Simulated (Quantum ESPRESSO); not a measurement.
# SrFeO3: energy against a fixed spin moment

Aim: the energy of SrFeO3 as a function of the total spin moment of its primitive cell.

Main program and level: Quantum ESPRESSO 7.5; LDA; plane waves with GBRV 1.5 LDA potentials, no spin-orbit coupling.

## Step 1: The starting structure

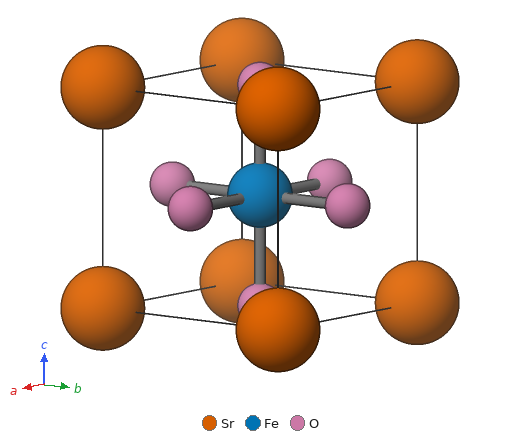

Start, viewed from a free direction; strontium orange, iron blue, oxygen pink. Some periodic images of atoms are drawn too.

The cell comes from Materials Project 2023-11-01, a database of computed structures, and need not be the stable phase.

## Step 2: The free run

Contents of pw.in:

```
&CONTROL
  calculation = 'scf'
  prefix = 'pwscf'
  outdir = './tmp'
  pseudo_dir = './pseudo'
  disk_io = 'nowf'
/
&SYSTEM
  ibrav = 0
  nat = 5
  ntyp = 3
  ecutwfc = 40
  ecutrho = 280
  nbnd = 33
  occupations = 'smearing'
  smearing = 'fd'
  degauss = 0.00999582
  nspin = 2
  starting_magnetization(1) = 0
  starting_magnetization(2) = 0.25
  starting_magnetization(3) = 0
/
&ELECTRONS
  conv_thr = 1d-08
  electron_maxstep = 150
  mixing_beta = 0.3
/
ATOMIC_SPECIES
Sr     87.6200 sr_lda_v1.uspp.F.UPF
Fe     55.8450 fe_lda_v1.5.uspp.F.UPF
O      15.9990 o_lda_v1.2.uspp.F.UPF
CELL_PARAMETERS bohr
   7.2354094515    0.0000000000    0.0000000000
   0.0000000000    7.2354094515    0.0000000000
   0.0000000000    0.0000000000    7.2354094515
ATOMIC_POSITIONS crystal
Sr      0.0000000000    0.0000000000    0.0000000000
Fe      0.5000000000    0.5000000000    0.5000000000
O       0.0000000000    0.5000000000    0.5000000000
O       0.5000000000    0.0000000000    0.5000000000
O       0.5000000000    0.5000000000    0.0000000000
K_POINTS automatic
6 6 6 0 0 0
```

On the command line:

```
> OMP_NUM_THREADS=1 mpirun -n 2 pw.x -nk 2 -in pw.in > pw.out
```

The program printed:

```text
Program PWSCF v.7.5 starts

     Message from routine setup:
     using ibrav=0 with symmetry is DISCOURAGED, use correct ibrav instead

     K-points division:     npool     =       2
     Subspace diagonalization in iterative solution of the eigenvalue problem:

     G-vector sticks info
     --------------------
     sticks:   dense  smooth     PW     G-vecs:    dense   smooth      PW
     Sum        1177     673    213                30047    13037    2301

     Using Slab Decomposition

     bravais-lattice index     =            0
     lattice parameter (alat)  =       7.2354  a.u.
     unit-cell volume          =     378.7820 (a.u.)^3
     number of atoms/cell      =            5
     number of atomic types    =            3
     number of electrons       =        44.00
     number of Kohn-Sham states=           33
     kinetic-energy cutoff     =      40.0000  Ry
     charge density cutoff     =     280.0000  Ry
     scf convergence threshold =      1.0E-08
     mixing beta               =       0.3000
     number of iterations used =            8  plain     mixing
     Exchange-correlation= SLA  PZ   NOGX NOGC
                           (   1   1   0   0   0   0   0)

     celldm(1)=   7.235409  celldm(2)=   0.000000  celldm(3)=   0.000000
     celldm(4)=   0.000000  celldm(5)=   0.000000  celldm(6)=   0.000000

     crystal axes: (cart. coord. in units of alat)
               a(1) = (   1.000000   0.000000   0.000000 )
               a(2) = (   0.000000   1.000000   0.000000 )
               a(3) = (   0.000000   0.000000   1.000000 )

     reciprocal axes: (cart. coord. in units 2 pi/alat)
               b(1) = (  1.000000  0.000000  0.000000 )
               b(2) = (  0.000000  1.000000  0.000000 )
               b(3) = (  0.000000  0.000000  1.000000 )

     PseudoPot. # 1 for Sr read from file:
     sr_lda_v1.uspp.F.UPF
     Pseudo is Ultrasoft + core correction, Zval = 10.0
     Generated by new atomic code, or converted to UPF format
     Using radial grid of  883 points,  6 beta functions with:
                l(1) =   0
                l(2) =   0
                l(3) =   1
                l(4) =   1
                l(5) =   2
                l(6) =   2
     Q(r) pseudized with  6 coefficients,  rinner =    1.400   1.400   1.400
                                                       1.400   1.400

     PseudoPot. # 2 for Fe read from file:
     fe_lda_v1.5.uspp.F.UPF
     Pseudo is Ultrasoft + core correction, Zval = 16.0
     Generated by new atomic code, or converted to UPF format
     Using radial grid of  861 points,  6 beta functions with:
                l(1) =   0
                l(2) =   0
                l(3) =   1
                l(4) =   1
                l(5) =   2
                l(6) =   2
     Q(r) pseudized with  8 coefficients,  rinner =    1.000   1.000   1.000
                                                       1.000   1.000

     PseudoPot. # 3 for O  read from file:
     o_lda_v1.2.uspp.F.UPF
     Pseudo is Ultrasoft + core correction, Zval =  6.0
     Generated by new atomic code, or converted to UPF format
     Using radial grid of  737 points,  5 beta functions with:
                l(1) =   0
                l(2) =   0
                l(3) =   1
                l(4) =   1
                l(5) =   2
     Q(r) pseudized with  8 coefficients,  rinner =    0.900   0.900   0.900
                                                       0.900   0.900

     atomic species   valence    mass     pseudopotential
     Sr               10.00    87.62000     Sr( 1.00)
     Fe               16.00    55.84500     Fe( 1.00)
     O                 6.00    15.99900     O ( 1.00)

     Starting magnetic structure
     atomic species   magnetization
     Sr              0.000
     Fe              0.250
     O               0.000

     48 Sym. Ops., with inversion, found

   Cartesian axes

     site n.     atom                  positions (alat units)
         1        Sr     tau(   1) = (   0.0000000   0.0000000   0.0000000  )
         2        Fe     tau(   2) = (   0.5000000   0.5000000   0.5000000  )
         3        O      tau(   3) = (   0.0000000   0.5000000   0.5000000  )
         4        O      tau(   4) = (   0.5000000   0.0000000   0.5000000  )
         5        O      tau(   5) = (   0.5000000   0.5000000   0.0000000  )

     number of k points=    20  Fermi-Dirac smearing, width (Ry)=  0.0100
                       cart. coord. in units 2pi/alat
        k(    1) = (   0.0000000   0.0000000   0.0000000), wk =   0.0046296
        k(    2) = (   0.0000000   0.0000000   0.1666667), wk =   0.0277778
        k(    3) = (   0.0000000   0.0000000   0.3333333), wk =   0.0277778
        k(    4) = (   0.0000000   0.0000000  -0.5000000), wk =   0.0138889
        k(    5) = (   0.0000000   0.1666667   0.1666667), wk =   0.0555556
        [... 15 further k-points ...]

     Dense  grid:    30047 G-vectors     FFT dimensions: (  40,  40,  40)

     Smooth grid:    13037 G-vectors     FFT dimensions: (  30,  30,  30)

     Check: negative core charge=   -0.000023
     Generating pointlists ...
     new r_m :   0.2917 (alat units)  2.1104 (a.u.) for type    1
     new r_m :   0.2063 (alat units)  1.4923 (a.u.) for type    2
     new r_m :   0.2063 (alat units)  1.4923 (a.u.) for type    3

     Initial potential from superposition of free atoms

     starting charge      42.9730, renormalised to      44.0000

     negative rho (up, down):  3.286E-02 3.287E-02
     Starting wfcs are   38 randomized atomic wfcs

     Self-consistent Calculation

     iteration #  1     ecut=    40.00 Ry     beta= 0.30
     Davidson diagonalization with overlap
     ethr =  1.00E-02,  avg # of iterations =  3.6

     negative rho (up, down):  3.260E-02 3.260E-02

     total energy              =    -417.42498421 Ry
     estimated scf accuracy    <       1.14834610 Ry

     total magnetization       =     3.85 Bohr mag/cell
     absolute magnetization    =     3.90 Bohr mag/cell

     iteration #  2     ecut=    40.00 Ry     beta= 0.30
     Davidson diagonalization with overlap
     ethr =  2.61E-03,  avg # of iterations =  2.0

     negative rho (up, down):  3.261E-02 3.259E-02

     total energy              =    -417.30316678 Ry
     estimated scf accuracy    <       3.80026712 Ry

     total magnetization       =     2.42 Bohr mag/cell
     absolute magnetization    =     2.44 Bohr mag/cell

     iteration #  3     ecut=    40.00 Ry     beta= 0.30
     Davidson diagonalization with overlap
     ethr =  2.61E-03,  avg # of iterations =  2.0

     negative rho (up, down):  3.274E-02 3.271E-02

     total energy              =    -417.70576330 Ry
     estimated scf accuracy    <       0.19918329 Ry

     total magnetization       =     3.60 Bohr mag/cell
     absolute magnetization    =     3.66 Bohr mag/cell

     [... further iterations left out ...]

     iteration # 10     ecut=    40.00 Ry     beta= 0.30
     Davidson diagonalization with overlap
     ethr =  6.94E-09,  avg # of iterations =  1.7

     negative rho (up, down):  3.348E-02 3.341E-02

     total energy              =    -417.72179057 Ry
     estimated scf accuracy    <       0.00000194 Ry

     total magnetization       =     3.27 Bohr mag/cell
     absolute magnetization    =     3.35 Bohr mag/cell

     iteration # 11     ecut=    40.00 Ry     beta= 0.30
     Davidson diagonalization with overlap
     ethr =  4.41E-09,  avg # of iterations =  2.0

     negative rho (up, down):  3.348E-02 3.341E-02

     total energy              =    -417.72179115 Ry
     estimated scf accuracy    <       0.00000072 Ry

     total magnetization       =     3.27 Bohr mag/cell
     absolute magnetization    =     3.34 Bohr mag/cell

     iteration # 12     ecut=    40.00 Ry     beta= 0.30
     Davidson diagonalization with overlap
     ethr =  1.63E-09,  avg # of iterations =  1.0

     negative rho (up, down):  3.347E-02 3.341E-02

     total energy              =    -417.72179122 Ry
     estimated scf accuracy    <       0.00000004 Ry

     total magnetization       =     3.27 Bohr mag/cell
     absolute magnetization    =     3.34 Bohr mag/cell

     iteration # 13     ecut=    40.00 Ry     beta= 0.30
     Davidson diagonalization with overlap
     ethr =  8.71E-11,  avg # of iterations =  2.0

     negative rho (up, down):  3.347E-02 3.341E-02

     Magnetic moment per site  (integrated on atomic sphere of radius R)
     atom   1 (R=0.292)  charge=  7.5235  magn=  0.0108
     atom   2 (R=0.206)  charge= 12.8662  magn=  2.5130
     atom   3 (R=0.206)  charge=  5.2280  magn=  0.1477
     atom   4 (R=0.206)  charge=  5.2280  magn=  0.1477
     atom   5 (R=0.206)  charge=  5.2280  magn=  0.1477

     End of self-consistent calculation

     [... lines left out ...]
     the Fermi energy is    10.6358 ev

!    total energy              =    -417.72179124 Ry
     estimated scf accuracy    <          2.8E-09 Ry
     smearing contrib. (-TS)   =      -0.00768156 Ry
     internal energy E=F+TS    =    -417.71410968 Ry

     The total energy is F=E-TS. E is the sum of the following terms:
     one-electron contribution =    -203.32257034 Ry
     hartree contribution      =     125.62696000 Ry
     xc contribution           =     -68.58742638 Ry
     ewald contribution        =    -271.43107296 Ry

     total magnetization       =     3.27 Bohr mag/cell
     absolute magnetization    =     3.34 Bohr mag/cell

     convergence has been achieved in  13 iterations

=------------------------------------------------------------------------------=
   JOB DONE.
=------------------------------------------------------------------------------=
```

The job ended after 25 s (2 MPI ranks of Arm Neoverse V1, shared host; peak memory 0.22 GiB).

Spin moment in the atom's sphere by atom:

```csv
atom,spin moment in the atom's sphere (μB)
Sr1,0.01
Fe2,2.51
O3,0.15
O4,0.15
O5,0.15
```

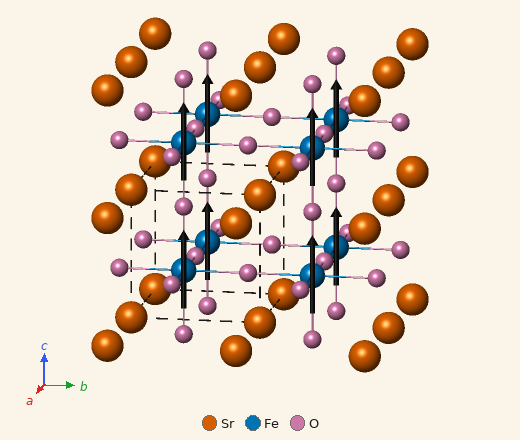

Spin moment in the atom's sphere as arrows, the longest 2.51 μB. Up and down stand for the sign. Arrows give size and sign along the axis of quantisation, drawn up and down the page. 2×2×2 cells are drawn. Some periodic images of atoms are drawn too.

Numbers from this step:

```yaml
smearing_term_ts: 0.1045 eV
magnetization: 3.271 μB
absolute_magnetization: 3.342 μB
final_state: ferromagnetic
```

## Step 3: Moment fixed at 0 μB

The two spin channels are filled to separate Fermi energies, so that the total moment meets the target. Half of the up one less the down one is the slope dE/dM.

pw.in, as its differences from that of step 2:

```diff
@@ -13,3 +13,3 @@
   ecutrho = 280
-  nbnd = 33
+  nbnd = 34
   occupations = 'smearing'
@@ -19,4 +19,5 @@
   starting_magnetization(1) = 0
-  starting_magnetization(2) = 0.25
+  starting_magnetization(2) = 0.0125
   starting_magnetization(3) = 0
+  tot_magnetization = 0
 /
```

The program printed:

```text
     [... lines left out ...]
Program PWSCF v.7.5 starts
     [... lines left out ...]
     number of atoms/cell      =            5
     [... lines left out ...]
     number of electrons       =        44.00 (up:  22.00, down:  22.00)
     number of Kohn-Sham states=           34
     kinetic-energy cutoff     =      40.0000  Ry
     charge density cutoff     =     280.0000  Ry
     scf convergence threshold =      1.0E-08
     [... lines left out ...]
     48 Sym. Ops., with inversion, found
     [... lines left out ...]
     number of k points=    20  Fermi-Dirac smearing, width (Ry)=  0.0100
     [... lines left out ...]
     iteration # 12     ecut=    40.00 Ry     beta= 0.30
     [... lines left out ...]
     Magnetic moment per site  (integrated on atomic sphere of radius R)
     atom   1 (R=0.292)  charge=  7.5203  magn=  0.0000
     atom   2 (R=0.206)  charge= 12.8984  magn=  0.0001
     atom   3 (R=0.206)  charge=  5.2145  magn= -0.0000
     atom   4 (R=0.206)  charge=  5.2145  magn= -0.0000
     atom   5 (R=0.206)  charge=  5.2145  magn= -0.0000
     [... lines left out ...]
     the spin up/dw Fermi energies are    10.5765   10.5765 ev
!    total energy              =    -417.66975364 Ry
     estimated scf accuracy    <          7.1E-09 Ry
     smearing contrib. (-TS)   =      -0.02965525 Ry
     [... lines left out ...]
     total magnetization       =    -0.00 Bohr mag/cell
     absolute magnetization    =     0.00 Bohr mag/cell
     convergence has been achieved in  12 iterations
```

It took 23 s on 2 MPI ranks; peak memory 0.27 GiB.

Read from the output:

* magnetization: 0 μB
* absolute magnetization: 0 μB
* half the difference of the two Fermi energies: 0 meV
* largest moment: 0 μB

## Step 4: Moment fixed at 0.442 μB

pw.in, as its differences from that of step 3:

```diff
@@ -19,5 +19,5 @@
   starting_magnetization(1) = 0
-  starting_magnetization(2) = 0.0125
+  starting_magnetization(2) = 0.0276
   starting_magnetization(3) = 0
-  tot_magnetization = 0
+  tot_magnetization = 0.442
 /
```

The program printed:

```text
     [... lines left out ...]
Program PWSCF v.7.5 starts
     [... lines left out ...]
     number of atoms/cell      =            5
     [... lines left out ...]
     number of electrons       =        44.00 (up:  22.22, down:  21.78)
     number of Kohn-Sham states=           34
     kinetic-energy cutoff     =      40.0000  Ry
     charge density cutoff     =     280.0000  Ry
     scf convergence threshold =      1.0E-08
     [... lines left out ...]
     48 Sym. Ops., with inversion, found
     [... lines left out ...]
     number of k points=    20  Fermi-Dirac smearing, width (Ry)=  0.0100
     [... lines left out ...]
     iteration # 11     ecut=    40.00 Ry     beta= 0.30
     [... lines left out ...]
     Magnetic moment per site  (integrated on atomic sphere of radius R)
     atom   1 (R=0.292)  charge=  7.5204  magn=  0.0017
     atom   2 (R=0.206)  charge= 12.8979  magn=  0.3718
     atom   3 (R=0.206)  charge=  5.2147  magn=  0.0098
     atom   4 (R=0.206)  charge=  5.2147  magn=  0.0098
     atom   5 (R=0.206)  charge=  5.2147  magn=  0.0098
     [... lines left out ...]
     the spin up/dw Fermi energies are    10.4807   10.6698 ev
!    total energy              =    -417.67129536 Ry
     estimated scf accuracy    <          6.4E-09 Ry
     smearing contrib. (-TS)   =      -0.02918292 Ry
     [... lines left out ...]
     total magnetization       =     0.44 Bohr mag/cell
     absolute magnetization    =     0.48 Bohr mag/cell
     convergence has been achieved in  11 iterations
```

It took 22 s on 2 MPI ranks; peak memory 0.28 GiB.

Spin moment in the atom's sphere by atom:

```csv
atom,spin moment in the atom's sphere (μB)
Sr1,0.002
Fe2,0.372
O3,0.010
O4,0.010
O5,0.010
```

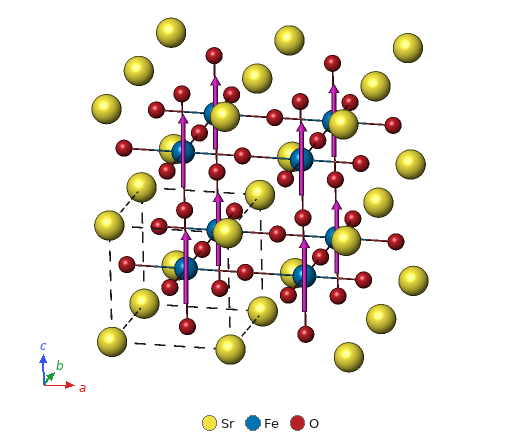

Spin moment in the atom's sphere as arrows, the longest 0.372 μB. Up and down stand for the sign. Arrows give size and sign along the axis of quantisation, drawn up and down the page. 2×2×2 cells are drawn. Some periodic images of atoms are drawn too.

This step gave:

```yaml
magnetization: 0.442 μB
absolute_magnetization: 0.477 μB
half_the_difference_of_the_two_fermi_energies: -94.5 meV
```

(Continued in part 2 of 2.)

[Logs and program files are shortened in this print: banners, set-up blocks, solver, clock and traceback lines can be left out without a mark of their own.]

[Logs are printed without paths, hosts, clocks, repeated set-up lines and the standing remarks that a program may print on its own settings, such as how far it seeks lower states.]

[Hosts, paths, dates, database ids (printed as entryN), source tags and the programs' standing remarks are cut or masked in the printed files.]

[Where a cell is said to come from a database of computed structures, the database is the Materials Project.]
